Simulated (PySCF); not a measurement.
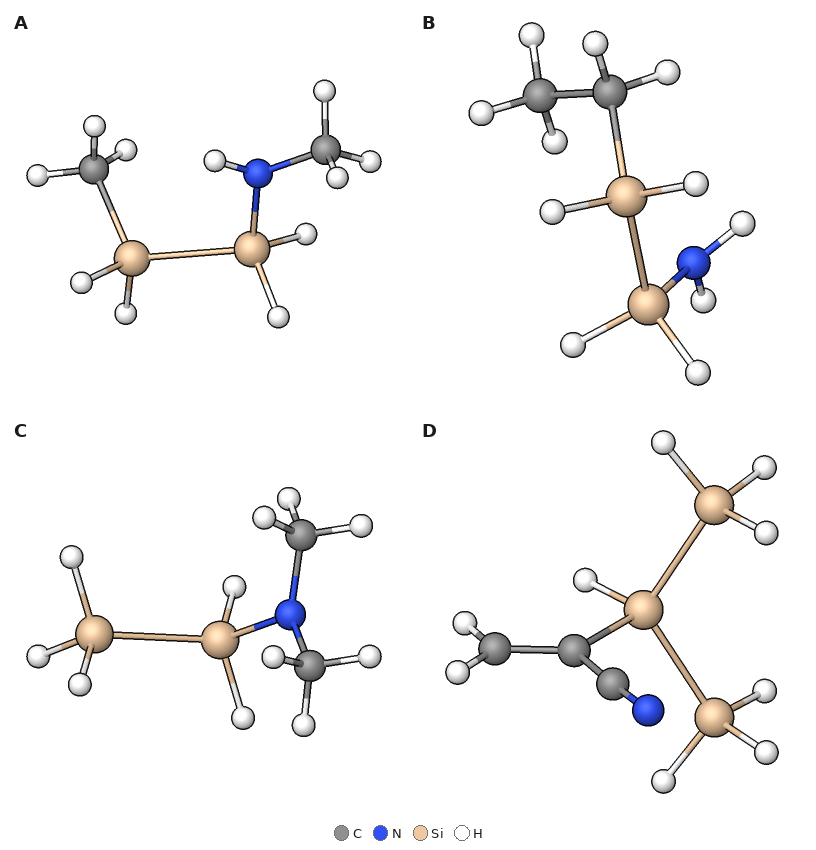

Source: calculation with PySCF.

```xyz
16
charge 0, multiplicity 1
C     2.0899   -1.2756   -0.8826
C     1.3049   -0.5188   -0.1161
C     1.8061    0.0611    1.0608
N     2.1507    0.5652    2.0339
Si   -0.5298   -0.1251   -0.4810
Si   -0.6784    2.1713   -0.8328
Si   -1.7855   -1.0717    1.2346
H     3.1232   -1.4757   -0.6411
H     1.7112   -1.7241   -1.7860
H    -0.7255   -0.8658   -1.7479
H    -2.0486    2.5236   -1.2159
H    -0.3525    2.9175    0.3822
H     0.2016    2.6608   -1.8976
H    -3.2131   -0.8886    0.9593
H    -1.4974   -0.4346    2.5188
H    -1.5644   -2.5106    1.3999
```

**Which panel shows the molecule in this file?**

D. The file holds C3H9NSi3, `C=C(C#N)[SiH]([SiH3])[SiH3]`.
